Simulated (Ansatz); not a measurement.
Au$_{5}$H$_{9}$ (charge +1): geometry relaxation (part 2 of 2)

Au$_{5}$H$_{9}$, charge +1, multiplicity 2; UKS PBE-D4/def2-SVP (Ansatz 0.2.0). The geometry: GFN2-xTB start.

Geometry of the input (Å):
```
Au 1.2414  -1.8271  -0.5127
Au -0.7261  -0.0546  -0.3138
Au -1.2334  4.0228  1.0703
Au 3.2120  -3.6253  -0.5263
Au -2.7457  1.7275  0.0553
H  -3.5093  2.8288  0.5642
H  4.3540  -4.5891  -0.5565
H  1.8484  -3.1190  -1.0342
H  0.7001  -0.4958  0.0171
H  -0.1522  4.9244  1.4701
H  -4.0758  1.2761  -0.2453
H  4.5100  -3.9515  0.1558
H  -2.1172  0.4390  -0.6264
H  -1.3061  2.4437  0.4824
```

### Trajectory as extended XYZ (Å, eV, eV/Å), 8 of the 10 frames kept, from step=1 to step=10
```
14
Properties=species:S:1:pos:R:3:forces:R:3 step=1 energy=-18608.91397
Au    1.2414   -1.8271   -0.5127   -0.2508   0.1164  -0.0059
Au   -0.7261   -0.0546   -0.3138    0.1121  -0.1524  -0.0393
Au   -1.2334    4.0228    1.0703   -2.6256  -0.8279  -0.4541
Au    3.2120   -3.6253   -0.5263   -1.8340   1.1990  -0.3326
Au   -2.7457    1.7275    0.0553    3.4818  -0.0313   0.3057
H    -3.5093    2.8288    0.5642   -2.5806   3.4349   1.4979
H     4.3540   -4.5891   -0.5565    2.5663  -1.9965   0.0671
H     1.8484   -3.1190   -1.0342   -1.6504  -1.7042  -2.2322
H     0.7001   -0.4958    0.0171    2.0084   1.8256   1.8227
H    -0.1522    4.9244    1.4701    2.3046   1.4688   0.6852
H    -4.0758    1.2761   -0.2453   -4.0021  -1.3166  -0.8741
H     4.5100   -3.9515    0.1558    2.7788  -0.8256   1.3548
H    -2.1172    0.4390   -0.6264   -2.2161  -1.2457  -2.0183
H    -1.3061    2.4437    0.4824    1.9076   0.0554   0.2231
14
Properties=species:S:1:pos:R:3:forces:R:3 step=2 energy=-18611.81592
Au    1.2455   -1.8280   -0.5221    0.0716  -0.0355   0.0272
Au   -0.7355   -0.0400   -0.3207   -0.0740   0.1515   0.0419
Au   -1.3200    4.0730    1.0862   -0.8052  -0.2181  -0.1039
Au    3.2495   -3.6831   -0.5443   -0.9364   0.5120  -0.2205
Au   -2.7923    1.7818    0.0698    0.5302   0.1673   0.1110
H    -3.6290    2.9725    0.6173   -0.5080   0.8002   0.3472
H     4.5029   -4.6768   -0.5270    1.1019  -0.2993   0.5280
H     1.7777   -3.2238   -1.1509   -0.4921  -0.8090  -0.8606
H     0.8040   -0.3893    0.1135    0.8329   0.7710   0.7621
H    -0.0832    4.9419    1.4809    0.5034   0.1272   0.0738
H    -4.2265    1.2670   -0.2586   -0.7790  -0.1921  -0.1368
H     4.6421   -4.0233    0.1929    0.9096  -0.6994   0.0418
H    -2.2385    0.3802   -0.7333   -0.9527  -0.3682  -0.7022
H    -1.1967    2.4480    0.4962    0.5978   0.0922   0.0910
14
Properties=species:S:1:pos:R:3:forces:R:3 step=4 energy=-18612.52458
Au    1.3131   -1.7443   -0.5023    0.0205   0.0741   0.0261
Au   -0.6781    0.1344   -0.2538    0.0643  -0.0930   0.0351
Au   -1.4804    3.9303    1.0711    0.0289   0.1927   0.0608
Au    3.2198   -3.7320   -0.5974   -0.5991   0.1953  -0.2302
Au   -2.9010    1.7938    0.0241    0.1459  -0.1798  -0.0370
H    -3.4393    3.2282    0.6525   -0.0589  -0.1277  -0.0716
H     4.6639   -4.7056   -0.4503    0.1662   0.1178   0.2187
H     1.6699   -3.2852   -1.2340    0.2057  -0.0261   0.1110
H     0.9804   -0.1788    0.1787   -0.0323  -0.0060  -0.0631
H    -0.1230    4.7176    1.4306   -0.0991  -0.1945  -0.0518
H    -4.4346    1.3923   -0.2684    0.0898   0.0978   0.0112
H     4.7230   -4.1119    0.1917    0.2048  -0.2633  -0.0851
H    -2.3567    0.2682   -0.7161   -0.2121   0.1593   0.0741
H    -1.1570    2.2929    0.4737    0.0753   0.0536   0.0019
14
Properties=species:S:1:pos:R:3:forces:R:3 step=5 energy=-18612.57008
Au    1.3505   -1.7123   -0.4976   -0.0233   0.0980   0.0577
Au   -0.7024    0.1015   -0.2418    0.0756  -0.0289   0.0033
Au   -1.5292    3.9515    1.0796    0.1975  -0.0217  -0.0246
Au    3.2159   -3.7490   -0.6112   -0.3983   0.1875  -0.1202
Au   -2.8913    1.7839    0.0314   -0.0500   0.0415  -0.0096
H    -3.4491    3.2413    0.6183    0.0529  -0.1402  -0.0752
H     4.7006   -4.7160   -0.4428    0.0755  -0.0571  -0.0254
H     1.6812   -3.2730   -1.2103    0.1802  -0.0730   0.0555
H     0.9885   -0.1299    0.1277   -0.0595  -0.0571  -0.0749
H    -0.1108    4.6101    1.4392   -0.1321  -0.0343   0.0018
H    -4.4426    1.4829   -0.2906    0.1190  -0.0326   0.0120
H     4.7506   -4.1487    0.1851    0.1154  -0.0332   0.0847
H    -2.4188    0.2256   -0.6449   -0.0826   0.1193   0.0719
H    -1.1431    2.3321    0.4580   -0.0702   0.0318   0.0428
14
Properties=species:S:1:pos:R:3:forces:R:3 step=6 energy=-18612.59669
Au    1.3537   -1.6728   -0.4979    0.0539  -0.1266  -0.0410
Au   -0.7066    0.1030   -0.2303   -0.1462  -0.0135  -0.0065
Au   -1.4735    3.9432    1.0636   -0.0939  -0.0204  -0.0338
Au    3.1653   -3.7432   -0.6154    0.1598   0.0258   0.0702
Au   -2.8894    1.7835    0.0326    0.0463   0.0413  -0.0015
H    -3.4611    3.2544    0.4942    0.0157   0.0304   0.0332
H     4.7804   -4.5761   -0.5178   -0.0291   0.0613   0.0846
H     1.6604   -3.2882   -1.1774   -0.0981   0.0289  -0.0120
H     0.9972   -0.0810    0.0311    0.0341   0.0861   0.0167
H    -0.0825    4.5789    1.5035    0.0453   0.0075   0.0144
H    -4.4189    1.4523   -0.3086   -0.0280  -0.0039  -0.0158
H     4.6868   -4.2539    0.2567   -0.0529  -0.0660  -0.1208
H    -2.4654    0.1901   -0.5267    0.0782  -0.0275   0.0159
H    -1.1464    2.3099    0.4926    0.0148  -0.0233  -0.0035
14
Properties=species:S:1:pos:R:3:forces:R:3 step=7 energy=-18612.61479
Au    1.3496   -1.6826   -0.5084    0.0283  -0.0070   0.0146
Au   -0.7266    0.0823   -0.2492    0.0441  -0.0030   0.0034
Au   -1.4865    3.9422    1.0637    0.0103   0.0203   0.0013
Au    3.1861   -3.7238   -0.5843   -0.0254   0.0171   0.0450
Au   -2.8879    1.7891    0.0321    0.0189  -0.0162   0.0142
H    -3.4307    3.2757    0.5035    0.0013  -0.0125  -0.0123
H     4.8621   -4.3969   -0.5525    0.0087   0.0114   0.0076
H     1.6333   -3.3193   -1.1004    0.0266  -0.0276  -0.0156
H     0.9983   -0.0584   -0.0528   -0.0233   0.0145  -0.0096
H    -0.0898    4.5680    1.5154    0.0006   0.0020   0.0043
H    -4.4183    1.4715   -0.3322    0.0012  -0.0027   0.0001
H     4.6246   -4.4314    0.2569   -0.0210  -0.0090  -0.0428
H    -2.4693    0.1737   -0.4970   -0.0545   0.0240  -0.0063
H    -1.1448    2.3098    0.5053   -0.0158  -0.0112  -0.0040
14
Properties=species:S:1:pos:R:3:forces:R:3 step=9 energy=-18612.61890
Au    1.3593   -1.6770   -0.4937   -0.0012   0.0009   0.0024
Au   -0.7294    0.0799   -0.2478    0.0022   0.0004  -0.0028
Au   -1.4870    3.9471    1.0535    0.0012   0.0053   0.0015
Au    3.1823   -3.7249   -0.5556    0.0222   0.0232  -0.0452
Au   -2.8895    1.7863    0.0376    0.0187  -0.0151   0.0105
H    -3.4270    3.2762    0.5050   -0.0052   0.0013  -0.0083
H     4.9019   -4.2943   -0.5193   -0.0416   0.0121   0.0103
H     1.6526   -3.3040   -1.1159   -0.0060  -0.0038   0.0112
H     0.9952   -0.0445   -0.0726    0.0006  -0.0033  -0.0011
H    -0.0897    4.5716    1.5030    0.0082   0.0075   0.0039
H    -4.4205    1.4670   -0.3220   -0.0043  -0.0019   0.0000
H     4.5802   -4.5645    0.2123    0.0263  -0.0279   0.0223
H    -2.4813    0.1711   -0.4884   -0.0103   0.0079  -0.0016
H    -1.1473    2.3100    0.5039   -0.0109  -0.0066  -0.0032
14
Properties=species:S:1:pos:R:3:forces:R:3 step=10 energy=-18612.61962
Au    1.3620   -1.6751   -0.5005    0.0006   0.0018  -0.0036
Au   -0.7309    0.0756   -0.2469   -0.0018   0.0004   0.0024
Au   -1.4849    3.9509    1.0504   -0.0005   0.0034   0.0007
Au    3.1897   -3.7182   -0.5690   -0.0069  -0.0058   0.0106
Au   -2.8881    1.7842    0.0430   -0.0004   0.0007  -0.0033
H    -3.4276    3.2773    0.4958    0.0002  -0.0014   0.0031
H     4.9059   -4.2793   -0.4938    0.0004   0.0009  -0.0019
H     1.6606   -3.2974   -1.1314    0.0049   0.0035  -0.0063
H     0.9944   -0.0450   -0.0752   -0.0035  -0.0006  -0.0002
H    -0.0903    4.5804    1.5034   -0.0006  -0.0015  -0.0022
H    -4.4204    1.4627   -0.3110    0.0001  -0.0001  -0.0004
H     4.5640   -4.5941    0.2104    0.0022   0.0001  -0.0013
H    -2.4851    0.1672   -0.4780    0.0031  -0.0029   0.0010
H    -1.1493    2.3109    0.5029    0.0024   0.0015   0.0014
```

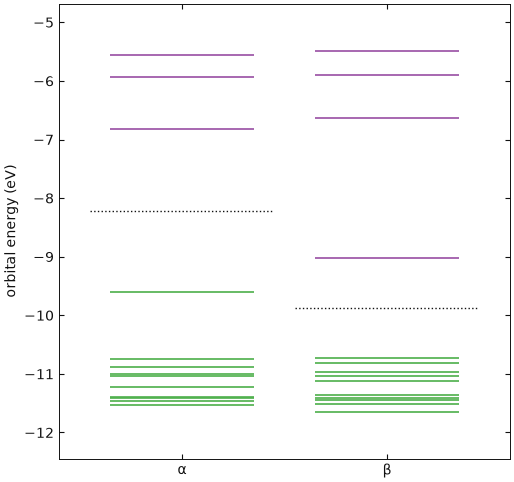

**Figure 1.** Orbital energies near the frontier for α and β spins; the dotted line parts filled from empty levels, and levels within 0.02 eV of each other stand side by side. α: highest filled −9.61 eV, lowest empty −6.83 eV, 2.78 eV apart; β: highest filled −10.72 eV, lowest empty −9.02 eV, 1.70 eV apart.

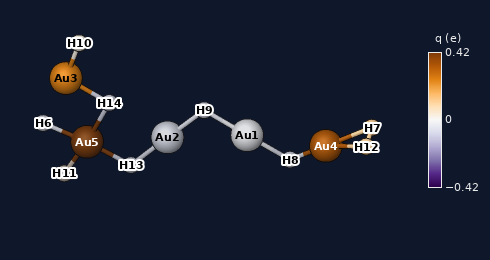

**Figure 2.** Mulliken charges, as the colour of each atom (ball-and-stick view, seen at a tilt; atoms are numbered from 1 in the order of the input; Mulliken charges depend strongly on the basis). By element: Au −0.04 to +0.40 and H −0.07 to +0.11 e.

### Results in brief

- outcome: converged
- total energy: −18612.6197 eV
- mean-field energy: −18612.1707 eV
- dispersion energy: −0.4490 eV
- ⟨S²⟩: 0.754
- HOMO (either spin): −9.61 eV
- LUMO (either spin): −9.02 eV
- largest force (length of the vector) at the end: 0.014 eV/Å
- wall time: 48 s (CPU time 3 min)
- peak memory: 0.33 GiB
